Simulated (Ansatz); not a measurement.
AlH$_{2}$OSi (charge +1)

Input

```
crystal:
  periodic: [false, false, false]
  atoms:
    - symbol: Al
      position_ang: [-2.130852, 0.102099, -1.379628]
    - symbol: O
      position_ang: [-0.462038, 0.096318, -0.599927]
    - symbol: Si
      position_ang: [0.946510, 0.091192, 0.058479]
    - symbol: H
      position_ang: [1.717055, -1.159973, 0.120204]
    - symbol: H
      position_ang: [1.495504, 1.337545, 0.613613]
basis:
  gaussian: {orbitals: def2-TZVPD}
total_charge: 1
hamiltonian: {xc: {name: PBE0}}
output: {forces: true, orbitals: {seedname: orbitals}}
```

Run with:

```sh
ansatz run input.yaml --threads 2 --pin off --max-ram 4350MiB --events-out events.jsonl --progress --plain --runs-dir runs
```

Geometry: r2SCAN-D4/def2-TZVP.

Level of theory: Ansatz, isolated molecule in a Gaussian basis; Kohn-Sham density functional theory, functional PBE0.

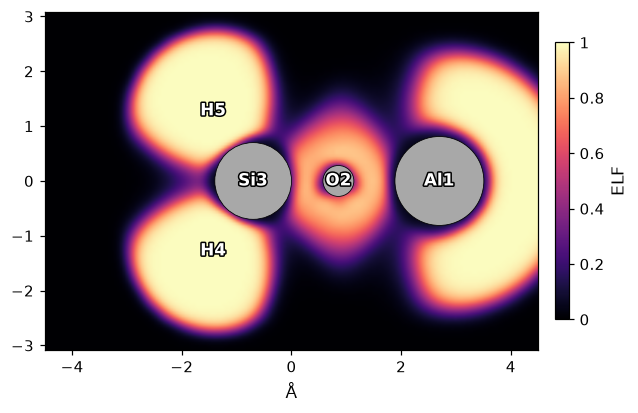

Figure 1. ELF on the molecular plane. Grey discs cover the atomic cores.

Q: What does the map show?

A: Atoms in the plane: Al, O, Si and H.
Si–O (1.55 Å): the ELF peaks at about 0.85 between the atoms; a polar covalent bond.
Al–O (1.84 Å): the ELF peaks at about 0.85 in the valence shell of O, 0.6 Å from its nucleus, and is about 0.40 at the midpoint.
Si–H (1.47 Å): the ELF climbs to about 1 towards the hydrogen, as it does in any bond to H.
The ELF also peaks beside O2, away from the bonds: lone-pair regions.

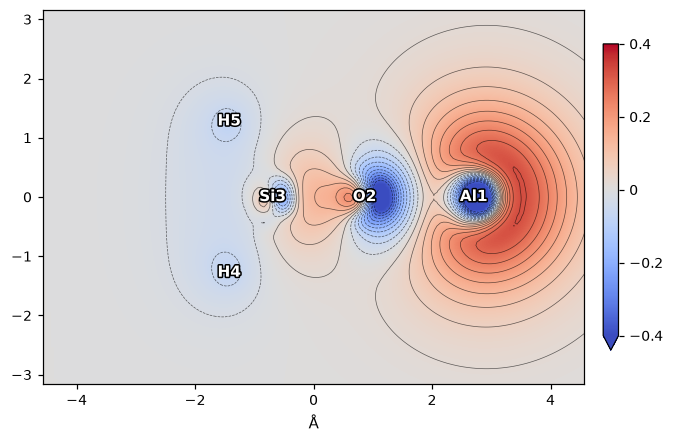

Figure 2. The HOMO on the molecular plane (values in Å⁻³ᐟ²; the overall sign is arbitrary).

Q: What is the character of this orbital?

A: Its weight (Hirshfeld) is mainly on Al1 (about 90 %) and O2 (about 5 %); it is symmetric in the molecular plane (an in-plane orbital: σ, lone-pair or in-plane π type). Its energy is −11.60 eV.

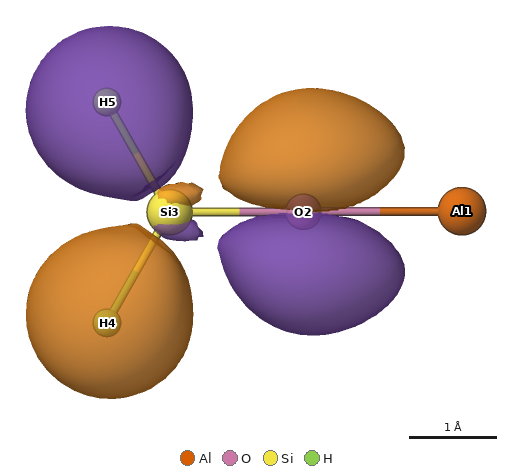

Figure 3. The HOMO−1 at ±0.1 Å⁻³ᐟ² (orange and purple are the two phases), seen across its widest extent.

Q: What is the character of this orbital?

A: Its weight (Hirshfeld) is mainly on O2 (about 45 %), Si3 (about 20 %), H4 (about 15 %) and H5 (about 15 %); it is symmetric in the molecular plane (an in-plane orbital: σ, lone-pair or in-plane π type). Its energy is −15.23 eV.
